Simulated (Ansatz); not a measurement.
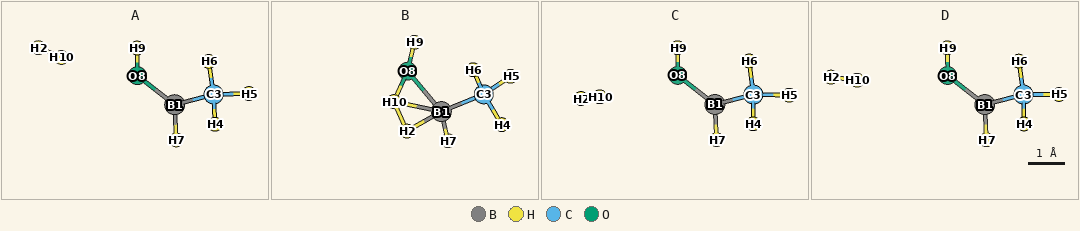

4 geometries from a converged minimum-energy path of CH7BO, shuffled. A ball-and-stick model, seen at a tilt.

These are results of RKS PBE0/def2-SVP (Ansatz 0.2.0), not measurements. Run with 5 movable images; climbing image; force threshold 0.05 eV/Å; iteration limit 60; starting path through a guess of the saddle point.

Q: Which frame is the transition state?

A: B. In order along the path, whose images run from 0 to 6: B (image 1, +80.2 kJ/mol), C (image 4, −76.2 kJ/mol), D (image 5, −77.0 kJ/mol), A (image 6, −77.5 kJ/mol). Breaking: B1–H2 (1.23 → 1.37 at the top → 4.54 Å), O8–H10 (0.97 → 1.26 at the top → 2.55 Å). Forming: H2–H10 (2.46 → 1.03 at the top → 0.76 Å).

The run took 4 min on 1 thread of Intel(R) Xeon(R) Platinum 8488C (Sapphire Rapids) (shared host), peak memory 0.15 GiB.
